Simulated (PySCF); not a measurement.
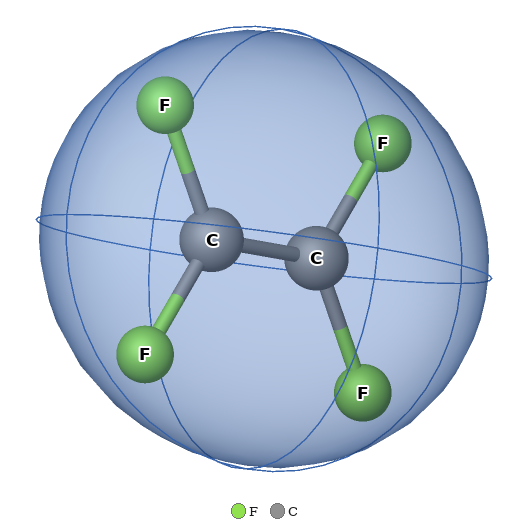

The ellipsoid shows the static dipole polarisability: its half-axes are proportional to the principal values. The geometry was computed by an optimisation with PBE0-D3(BJ)/def2-SVP. No frequency run is at hand to confirm it as a minimum. Method: LDA/def2-SVPD (PySCF 2.14.0).

> How large and how anisotropic is the polarisability?

Principal values 21.6, 30.2, 39.1 bohr³; mean 30.3 bohr³ (4.49 Å³); anisotropy 15.2 bohr³, so the longest axis is 1.81 times the shortest.
